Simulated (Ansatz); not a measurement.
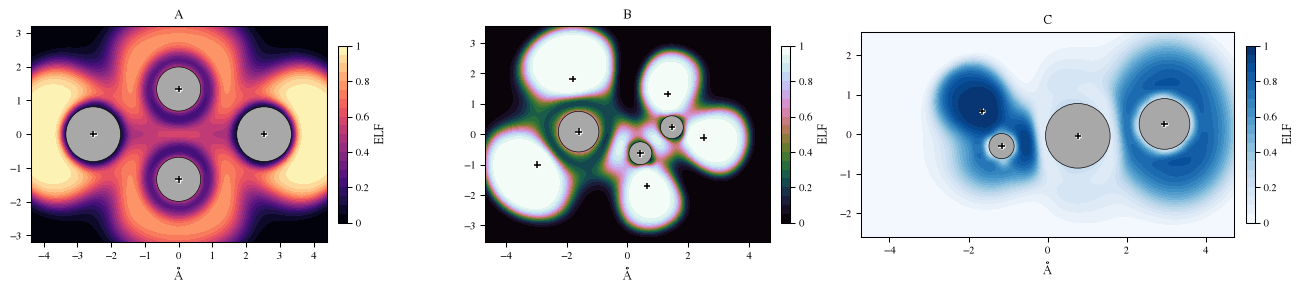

The ELF of 3 systems, each on a plane through atoms (crosses mark nuclei in the plane; grey discs cover the cores).

All numbers below come from RKS PBE0-D4/def2-TZVP (Ansatz 0.2.0).

System 1: Al···Al···Sb2, the molecular plane. Geometry: r2SCAN-D4/def2-SVP; core potentials replace the inner electrons of Sb.

```xyz
4

Al    0.4438    2.2224    1.1226
Al   -0.4434   -2.2223   -1.1229
Sb    1.3059   -0.1315   -0.2557
Sb   -1.3064    0.1314    0.2561
```

System 2: C2H5In (InH2(vinyl)), the molecular plane. Geometry: PBE-D4/def2-TZVP; core potentials replace the inner electrons of In.

```yaml
atoms:
  - { symbol: In, position_ang: [0.9002, 1.2714, -0.3920] }
  - { symbol: H, position_ang: [2.1769, 1.6597, -1.5031] }
  - { symbol: H, position_ang: [0.2326, 2.4476, 0.7035] }
  - { symbol: C, position_ang: [0.0344, -0.6965, -0.2974] }
  - { symbol: C, position_ang: [-0.9554, -0.9787, 0.5635] }
  - { symbol: H, position_ang: [0.3881, -1.4994, -0.9544] }
  - { symbol: H, position_ang: [-1.3641, -0.2304, 1.2511] }
  - { symbol: H, position_ang: [-1.4127, -1.9738, 0.6287] }
```

System 3: BrCuH3N (Cu(NH3)Br), the plane of atoms Cu1, N2 and H4. Geometry: PBE0-D4/def2-TZVP.

```tsv
atom	x (Å)	y (Å)	z (Å)
Cu	-0.0054	0.0045	-1.1143
N	0.0024	-0.0028	0.8327
H	-0.4102	0.8449	1.2090
H	0.9472	-0.0699	1.1980
H	-0.5237	-0.7882	1.2027
Br	-0.0103	0.0114	-3.3281
```

### Match each panel to its system.

Panel A is system 1, Al···Al···Sb2: the plane holds Al and Sb. Al1···Sb3 (2.86 Å): the ELF is about 0.65 at the midpoint. Panel B is system 2, C2H5In: the plane holds In, H and C. C–C (1.34 Å): the ELF peaks at about 0.90 between the atoms: a short, multiple covalent bond. Panel C is system 3, BrCuH3N: the plane holds Cu, N, H and Br. Cu–N (1.95 Å): the ELF peaks at about 0.90 in the valence shell of N, 0.7 Å from its nucleus, and is about 0.20 at the midpoint.
